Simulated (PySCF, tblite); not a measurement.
# C₄H₁₀BN₃: geometry, infrared bands and NMR shifts

Aim: predict the infrared bands and NMR shifts of C₄H₁₀BN₃ (`NB(N)N1C=CCC1`).

Computed with tblite 0.8.0 and PySCF 2.14.0, with density-fitted response routines of our own, on a single molecule in the gas phase. Atoms count from 0, in the outputs and in this text.

### Step 1. The starting structure

18 atoms, charge 0, multiplicity 1; geometry from: force field or distance geometry start.

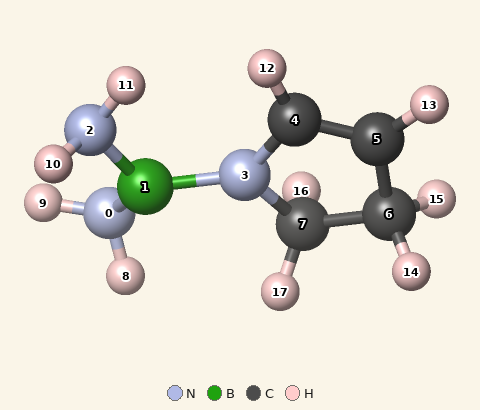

The starting geometry (nitrogen light blue, boron green, carbon dark grey, hydrogen pink), atoms numbered.

### Step 2. Optimising the geometry with GFN2-xTB

What the job is given:

```
{"job": {"kind": "relax", "xc": "GFN2-xTB", "basis": "xTB"}, "charge": 0, "multiplicity": 1}
N     -2.232700    -1.158500    -0.661000
B     -1.547600     0.112200    -0.138300
N     -2.296700     1.422900    -0.226200
N     -0.015200     0.102700    -0.328600
C      0.847400     1.208600    -0.506100
C      2.105900     0.826600    -0.386400
C      2.177100    -0.638400    -0.083700
C      0.785500    -1.129200    -0.322100
H     -2.027700    -1.974300    -0.064700
H     -3.250200    -1.038000    -0.799200
H     -2.817200     1.677900     0.638200
H     -1.683700     2.230100    -0.442500
H      0.494900     2.215000    -0.723400
H      2.966800     1.514100    -0.492800
H      2.543400    -0.814600     0.932100
H      2.845400    -1.150500    -0.772500
H      0.689900    -1.583000    -1.352100
H      0.405900    -1.817400     0.452800
```

Started as:

```console
OMP_NUM_THREADS=1 python probes_run.py task.json out
```

The driver reads the jobs from task.json and runs them one after another.

What it wrote:

```text
step      E/eV     max force
  0    -644.14202    3.051
  1    -644.59787    2.013
  2    -644.89012    1.630
  3    -644.97172    0.914
  4    -645.01201    0.525
  5    -645.05427    0.452
  6    -645.09254    0.533
  7    -645.12566    0.464
  8    -645.16028    0.495
  9    -645.19370    0.444
 10    -645.21996    0.402
 11    -645.24067    0.448
 12    -645.26562    0.561
 13    -645.28721    0.765
 14    -645.31313    0.488
 15    -645.33014    0.355
 16    -645.35902    0.402
 17    -645.37203    0.394
 18    -645.39106    0.252
 19    -645.39788    0.202
 20    -645.40690    0.240
 21    -645.41608    0.333
 22    -645.42618    0.213
 23    -645.43243    0.166
 24    -645.43677    0.178
 25    -645.43924    0.145
 26    -645.44311    0.112
 27    -645.44449    0.097
 28    -645.44537    0.072
 29    -645.44586    0.051
 30    -645.44633    0.037
 31    -645.44663    0.036
 32    -645.44684    0.046
 33    -645.44703    0.031
 34    -645.44726    0.031
 35    -645.44755    0.047
 36    -645.44776    0.041
 37    -645.44800    0.035
 38    -645.44829    0.043
 39    -645.44869    0.055
 40    -645.44915    0.062
 41    -645.44965    0.051
 42    -645.45015    0.051
 43    -645.45055    0.041
 44    -645.45087    0.044
 45    -645.45115    0.038
 46    -645.45145    0.041
 47    -645.45182    0.051
 48    -645.45224    0.050
 49    -645.45263    0.042
 50    -645.45300    0.044
 51    -645.45339    0.060
 52    -645.45389    0.060
 53    -645.45447    0.058
 54    -645.45508    0.054
 55    -645.45564    0.051
 56    -645.45613    0.049
 57    -645.45654    0.047
 58    -645.45682    0.033
 59    -645.45701    0.027
 60    -645.45719    0.027
 61    -645.45741    0.028
 62    -645.45761    0.027
 63    -645.45774    0.026
 64    -645.45784    0.027
 65    -645.45794    0.024
 66    -645.45807    0.025
 67    -645.45818    0.024
 68    -645.45830    0.028
 69    -645.45842    0.029
 70    -645.45856    0.025
 71    -645.45869    0.033
 72    -645.45883    0.031
 73    -645.45895    0.026
 74    -645.45904    0.021
 75    -645.45910    0.018
 76    -645.45914    0.015
 77    -645.45917    0.013
 78    -645.45920    0.013
 79    -645.45923    0.014
 80    -645.45927    0.016
 81    -645.45932    0.021
 82    -645.45939    0.023
 83    -645.45945    0.017
 84    -645.45950    0.016
 85    -645.45953    0.017
 86    -645.45958    0.019
 87    -645.45963    0.017
 88    -645.45968    0.017
 89    -645.45972    0.017
 90    -645.45974    0.018
 91    -645.45978    0.016
 92    -645.45981    0.015
 93    -645.45984    0.015
 94    -645.45986    0.010
```

Run time: 1.2 s. Hardware: 1 thread of Intel Xeon at 2.50GHz, shared host; peak memory 0.18 GiB.

The steps of the relaxation: (not every step is listed)

| step | energy from step 0 (eV) | largest force (eV/Å) |
| --- | --- | --- |
| 0 | 0.0000 | 3.0514 |
| 1 | -0.4558 | 2.0131 |
| 2 | -0.7481 | 1.6303 |
| 3 | -0.8297 | 0.9141 |
| 4 | -0.8700 | 0.5245 |
| 5 | -0.9122 | 0.4520 |
| 6 | -0.9505 | 0.5329 |
| 7 | -0.9836 | 0.4641 |
| 8 | -1.0183 | 0.4948 |
| 16 | -1.2170 | 0.4022 |
| 24 | -1.2948 | 0.1785 |
| 32 | -1.3048 | 0.0462 |
| 40 | -1.3071 | 0.0618 |
| 48 | -1.3102 | 0.0505 |
| 56 | -1.3141 | 0.0495 |
| 64 | -1.3158 | 0.0275 |
| 72 | -1.3168 | 0.0311 |
| 80 | -1.3172 | 0.0162 |
| 88 | -1.3177 | 0.0175 |
| 89 | -1.3177 | 0.0172 |
| 90 | -1.3177 | 0.0179 |
| 91 | -1.3178 | 0.0163 |
| 92 | -1.3178 | 0.0153 |
| 93 | -1.3178 | 0.0150 |
| 94 | -1.3178 | 0.0098 |

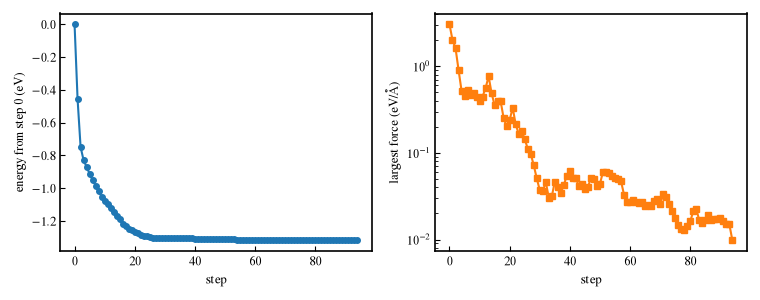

Energy and force, step by step.

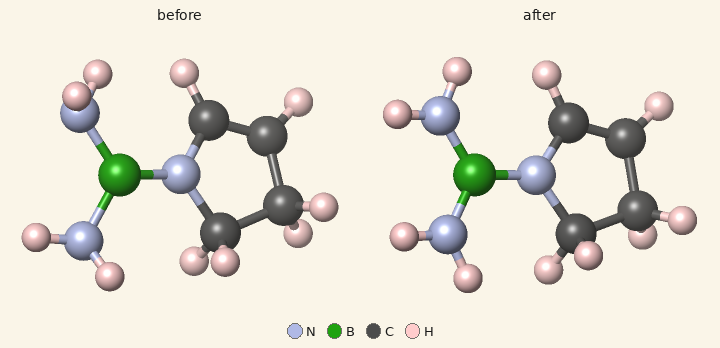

The geometry before (left) and after (right).

Close pairs (by a distance rule), those that changed most:

| bond | before (Å) | after (Å) | change (Å) |
| --- | --- | --- | --- |
| N0–B1 | 1.535 | 1.414 | -0.121 |
| B1–N3 | 1.544 | 1.434 | -0.111 |
| B1–N2 | 1.512 | 1.413 | -0.099 |
| C6–C7 | 1.495 | 1.542 | +0.047 |
| N2–H10 | 1.041 | 1.002 | -0.038 |
| N3–C4 | 1.414 | 1.377 | -0.036 |
| N2–H11 | 1.036 | 1.002 | -0.035 |
| C5–H13 | 1.107 | 1.072 | -0.035 |

The final coordinates are the input of the step that follows.

### Step 3. Harmonic vibrations with GFN2-xTB

What the job is given:

```
{"job": {"kind": "ir", "xc": "GFN2-xTB", "basis": "xTB"}, "charge": 0, "multiplicity": 1}
N     -2.221188    -1.014022    -0.317300
B     -1.477005     0.188830    -0.310156
N     -2.162171     1.424933    -0.299638
N     -0.044458     0.136174    -0.308386
C      0.840365     1.190852    -0.348020
C      2.119434     0.823544    -0.317678
C      2.214242    -0.675076    -0.246383
C      0.732005    -1.100460    -0.247354
H     -1.809856    -1.925846    -0.369877
H     -3.223299    -1.027003    -0.344478
H     -3.162660     1.485537    -0.285612
H     -1.710129     2.316680    -0.239952
H      0.459744     2.194806    -0.403798
H      2.978333     1.464730    -0.341852
H      2.732337    -1.003733     0.658356
H      2.756842    -1.084541    -1.102589
H      0.498297    -1.732592    -1.111174
H      0.470408    -1.656497     0.659475
```

What it wrote:

```text
mode    cm-1     km/mol
  1      57.9      0.21
  2      96.5      0.03
  3     170.5      0.42
  4     179.8      1.29
  5     188.4      0.06
  6     321.6      2.33
  7     330.5    434.39
  8     389.8      0.62
  9     404.0      1.48
 10     423.2     15.00
 11     447.7      6.19
 12     505.2     62.24
 13     536.9      0.24
 14     716.4      6.71
 15     740.1      2.24
 16     801.1      4.08
 17     827.6      0.49
 18     852.1     17.94
 19     864.9      9.69
 20     868.3      0.86
 21     990.7      7.92
 22    1032.2      5.60
 23    1044.3      0.37
 24    1103.7      6.53
 25    1121.3     33.61
 26    1152.2      2.56
 27    1210.4      0.40
 28    1215.7     24.79
 29    1263.1      2.33
 30    1286.3      3.97
 31    1328.6    145.05
 32    1359.9    278.02
 33    1411.4    652.76
 34    1479.3      0.34
 35    1501.9      6.38
 36    1536.9    188.92
 37    1542.4    100.50
 38    1672.8    143.10
 39    2888.9     35.99
 40    2925.1     49.86
 41    2928.4     81.20
 42    2959.9     80.01
 43    3124.8     37.05
 44    3160.3     45.79
 45    3540.2      0.62
 46    3542.0      0.04
 47    3580.1      0.37
 48    3585.0      4.18
```

Wall time 1.6 s (1 thread of Intel Xeon at 2.50GHz, shared host); peak memory 0.18 GiB.

Which atoms move in the most intense modes:

| cm⁻¹ | km/mol | atoms |
| --- | --- | --- |
| 330 | 434.4 | H8 23 %, H10 21 %, H9 19 %, H11 18 % |
| 1329 | 145.1 | B1 30 %, H16 15 %, H17 15 % |
| 1360 | 278.0 | B1 64 % |
| 1411 | 652.8 | N3 41 %, B1 23 % |
| 1537 | 188.9 | H10 25 %, H11 24 %, H9 14 %, H8 13 % |
| 1542 | 100.5 | H8 26 %, H9 25 %, H11 17 %, H10 15 % |
| 1673 | 143.1 | C4 49 %, C5 43 % |
| 2928 | 81.2 | H15 45 %, H14 39 % |

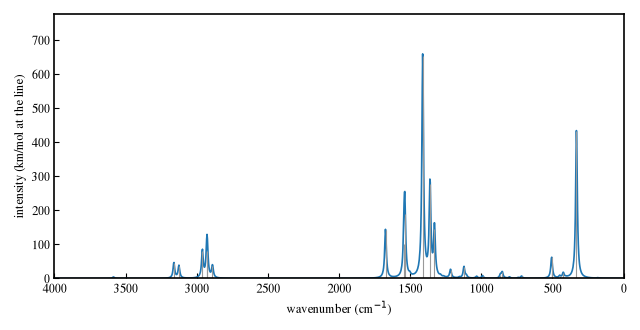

The infrared spectrum from these modes, unscaled. Lines are broadened to a width of 14 cm⁻¹ (Lorentzian).

### Step 4. NMR shieldings: PBE0/pcSseg-1

Settings changed since step 3:

```diff
@@ -1,2 +1,2 @@
-{"job": {"kind": "ir", "xc": "GFN2-xTB", "basis": "xTB"}, "charge": 0, "multiplicity": 1}
+{"job": {"kind": "nmr", "xc": "PBE0", "basis": "pcSseg-1"}, "charge": 0, "multiplicity": 1}
 N     -2.221188    -1.014022    -0.317300
```

With the program's defaults for keys left out, this is: GIAO PBE0/pcSseg-1 NMR shielding, non-relativistic, gas phase.

What it wrote:

```text
coarse grid: 14816 points
cycle   1  E = -347.0721944552  dE =  1.256e+00  |g| = 5.990e-01  |ddm| = 3.755e+00
cycle   2  E = -347.0506063906  dE =  2.159e-02  |g| = 6.973e-01  |ddm| = 9.916e-01
cycle   3  E = -347.1572753589  dE = -1.067e-01  |g| = 5.671e-02  |ddm| = 5.184e-01
cycle   4  E = -347.1576925496  dE = -4.172e-04  |g| = 3.675e-02  |ddm| = 7.522e-02
cycle   5  E = -347.1579957482  dE = -3.032e-04  |g| = 1.268e-02  |ddm| = 4.138e-02
cycle   6  E = -347.1580319597  dE = -3.621e-05  |g| = 2.497e-03  |ddm| = 1.106e-02
cycle   7  E = -347.1580332713  dE = -1.312e-06  |g| = 5.221e-04  |ddm| = 2.275e-03
final grid: 142736 points
cycle   8  E = -347.1970521412  dE = -5.405e-05  |g| = 1.059e-02  |ddm| = 4.314e-02
cycle   9  E = -347.1970425247  dE =  9.617e-06  |g| = 1.267e-02  |ddm| = 1.770e-02
cycle  10  E = -347.1970783330  dE = -3.581e-05  |g| = 5.200e-04  |ddm| = 9.275e-03
cycle  11  E = -347.1970783798  dE = -4.671e-08  |g| = 2.809e-04  |ddm| = 6.162e-04
cycle  12  E = -347.1970783942  dE = -1.448e-08  |g| = 9.688e-05  |ddm| = 2.363e-04
cycle  13  E = -347.1970783961  dE = -1.831e-09  |g| = 3.664e-05  |ddm| = 1.167e-04
cycle  14  E = -347.1970783964  dE = -3.339e-10  |g| = 7.809e-06  |ddm| = 3.811e-05
converged SCF energy = -347.1970783964

GIAO shielding tensors (ppm)
atom      isotropic    diamagn.    paramagn.     s11        s22        s33       span
  0 N      222.359     317.615     -95.256    202.855    210.815    253.407     50.552
  1 B       82.409     194.915    -112.506     65.358     75.525    106.344     40.987
  2 N      226.188     317.136     -90.948    202.825    213.164    262.575     59.750
  3 N      156.236     326.783    -170.548    101.096    157.942    209.668    108.572
  4 C       46.838     250.045    -203.207    -54.476     69.991    124.998    179.473
  5 C       84.487     257.487    -173.000     -5.201    118.072    140.589    145.790
  6 C      153.152     249.099     -95.948    130.238    159.751    169.466     39.228
  7 C      139.542     245.212    -105.670    110.018    136.348    172.259     62.241
  8 H       30.250      32.962      -2.712     22.620     29.245     38.884     16.264
  9 H       30.300      30.872      -0.572     23.468     27.550     39.883     16.415
 10 H       30.328      30.663      -0.334     23.457     27.599     39.929     16.472
 11 H       30.169      32.844      -2.675     22.510     28.764     39.231     16.721
 12 H       25.717      32.577      -6.860     22.995     25.188     28.967      5.972
 13 H       27.053      31.740      -4.687     24.957     26.354     29.848      4.891
 14 H       28.803      29.591      -0.788     24.323     26.748     35.339     11.016
 15 H       28.820      29.065      -0.246     24.329     26.773     35.357     11.028
 16 H       28.131      31.038      -2.907     22.482     28.767     33.143     10.661
 17 H       28.107      31.646      -3.540     22.599     28.597     33.124     10.524
```

Wall time 90 s (1 thread of Intel Xeon at 2.50GHz, shared host); peak memory 0.83 GiB.

Shifts follow as δ = σ(reference) − σ, with reference shieldings (ppm) from runs at the same level and on the same kind of geometry: ¹H TMS 31.72, ¹³C TMS 186.9, ¹⁵N NH3 267.7, ¹¹B BF3·OEt2 100.1. The references are single molecules in the gas phase, so shifts against H2O, NH3, PH3, H3PO4 or CFCl3 are not on the usual liquid scales and can be off by tens of ppm. Atoms listed in one row are averaged.

| atoms | environment | σ (ppm) | δ (ppm) | δ scaled to CDCl3 |
| --- | --- | --- | --- | --- |
| C4 | alkene carbon bearing nitrogen | 46.8 | 140.1 | 134.8 |
| C5 | β carbon of an enol-ether or enamine type C=C | 84.5 | 102.4 | 98.1 |
| C7 | sp3 CH2 bonded to N | 139.5 | 47.4 | 44.3 |
| C6 | allylic sp3 CH2 | 153.2 | 33.8 | 31.0 |
| H12 | hydrogen on an alkene carbon bearing nitrogen | 25.72 | 6.00 | 5.76 |
| H13 | hydrogen on a β carbon of an enol-ether or enamine type C=C | 27.05 | 4.66 | 4.50 |
| H16, H17 | hydrogen on an sp3 CH2 bonded to N | 28.12 | 3.60 | 3.50 |
| H14, H15 | hydrogen on an allylic sp3 CH2 | 28.81 | 2.91 | 2.84 |
| H8, H9, H10, H11 | hydrogen on a nitrogen bonded to B | 30.26 | 1.46 | – |
| N3 | enamine nitrogen | 156.2 | 111.5 | – |
| N0, N2 | nitrogen bonded to B, 2 H | 224.3 | 43.5 | – |
| B1 | boron bonded to 3 N | 82.4 | 17.7 | – |

The scaled column applies a straight-line fit of computed shieldings to shifts measured in CDCl3 (root-mean-square error 0.16 ppm for H, 1.9 ppm for C).

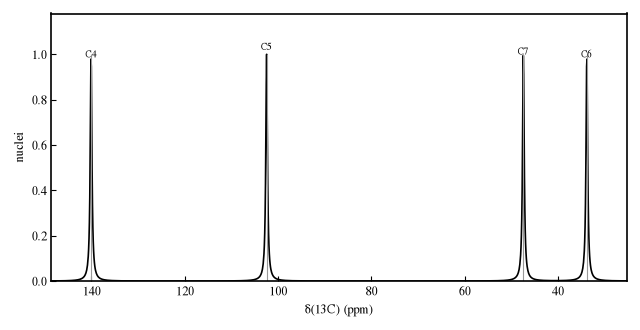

¹³C lines at the computed shifts, without couplings. Lines are broadened to a width of 0.43 ppm (Lorentzian).

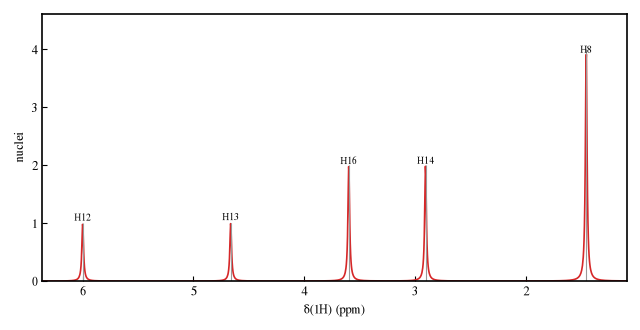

¹H lines at the computed shifts, without couplings. Lines are broadened to a width of 0.02 ppm (Lorentzian).

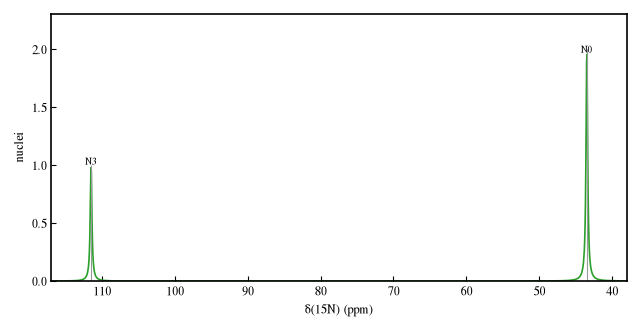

¹⁵N lines at the computed shifts, without couplings. Lines are broadened to a width of 0.27 ppm (Lorentzian).

Charges from the same density, by scheme (e):

| atoms | Mulliken | IAO | Hirshfeld | ESP fit |
| --- | --- | --- | --- | --- |
| N0, N2 | -0.50 | -0.62 | -0.28 | -1.03 |
| B1 | 0.56 | 0.33 | 0.18 | 0.46 |
| N3 | -0.66 | -0.26 | -0.12 | 0.20 |
| C4 | 0.20 | -0.04 | -0.01 | -0.47 |
| C5 | -0.29 | -0.25 | -0.11 | -0.17 |
| C6 | -0.18 | -0.26 | -0.07 | -0.09 |
| C7 | 0.01 | -0.15 | -0.01 | -0.05 |

Hirshfeld charges:

N0 -0.28; B1 0.18; N2 -0.28; N3 -0.12; C4 -0.01; C5 -0.11; C6 -0.07; C7 -0.01; H8 0.11; H9 0.12; H10 0.12; H11 0.11; H12 0.05; H13 0.04; H14 0.04; H15 0.04; H16 0.04; H17 0.04

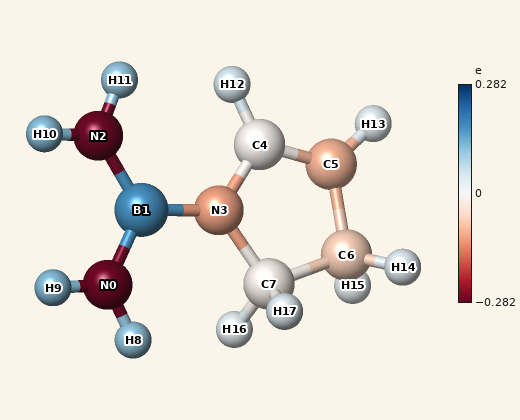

Hirshfeld charges, as colours on the atoms.

Mayer bond orders: N0–B1 1.17, B1–N2 1.17, B1–N3 1.00, N3–C4 1.05, C4–C5 1.77, C5–C6 1.06, C6–C7 1.03, C7–N3 0.94.

Ring of atoms N3, C4, C5, C6, C7: NICS(0) -2.6, NICS(1) -1.3, NICS(1)zz -0.6 ppm (means of both faces).

Orbitals, density, ELF and potential are computed afterwards from the orbital file.

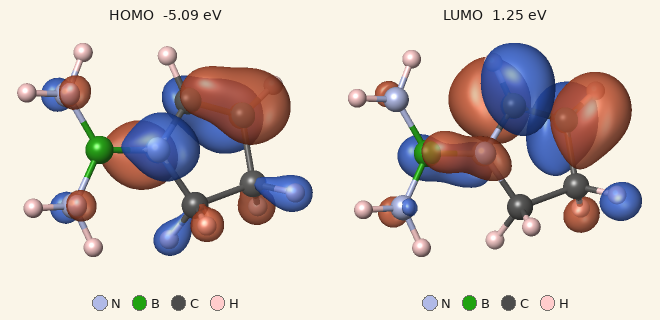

Frontier orbitals at PBE0/pcSseg-1; each surface holds 70 % of the orbital's density, blue and red mark the sign.

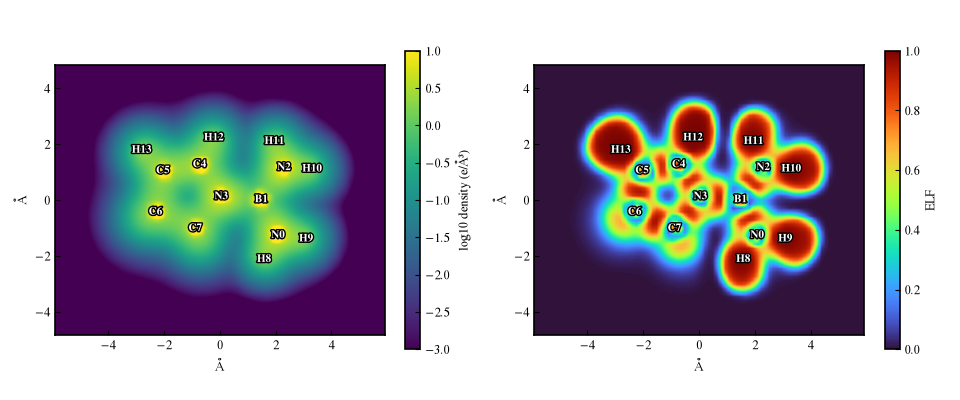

Density (left) and ELF (right) in a plane through or near 14 of the atoms.

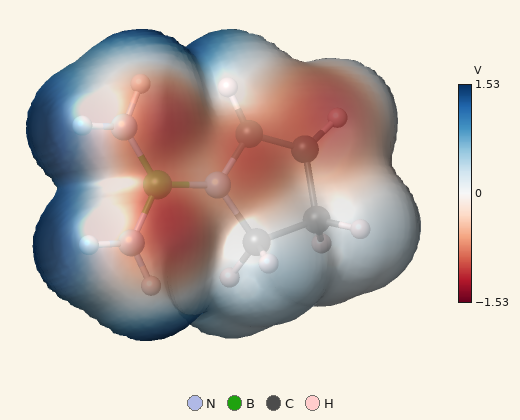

The potential that a unit positive charge feels on the 0.002 e/bohr³ surface, from -1.08 V near N2 to 1.53 V near H10.

### Step 5. Summary of results

```
                                                               quantity                             value
                              strongest single infrared mode (GFN2-xTB)             1411 cm⁻¹, 653 km/mol
                                           zero-point energy (GFN2-xTB)                     93.2 kcal/mol
                                 ¹³C shifts against TMS (PBE0/pcSseg-1)      140.1, 102.4, 47.4, 33.8 ppm
 ¹H shifts against TMS (PBE0/pcSseg-1, means over atoms taken as alike)  6.00, 4.66, 3.60, 2.91, 1.46 ppm
¹⁵N shifts against NH3 (PBE0/pcSseg-1, means over atoms taken as alike)                   111.5, 43.5 ppm
                            ¹¹B shifts against BF3·OEt2 (PBE0/pcSseg-1)                          17.7 ppm
                                  surface potential, least and greatest                -1.08 V and 1.53 V
```

What this shows: Relaxing lowered the energy by 1.318 eV in 94 steps; the close pair that moved most is N0–B1, from 1.535 to 1.414 Å. No mode is imaginary among the 48: a minimum at this level. The strongest single mode, at 1411 cm⁻¹, is spread over many atoms; the largest shares are those of N3, B1. GFN2-xTB is a fitted tight-binding method: band positions and strengths are rough. Its intensities can rank the bands wrongly. At PBE0/pcSseg-1: The widest tensor belongs to C4: span 179 ppm, with a paramagnetic part of -203 ppm.
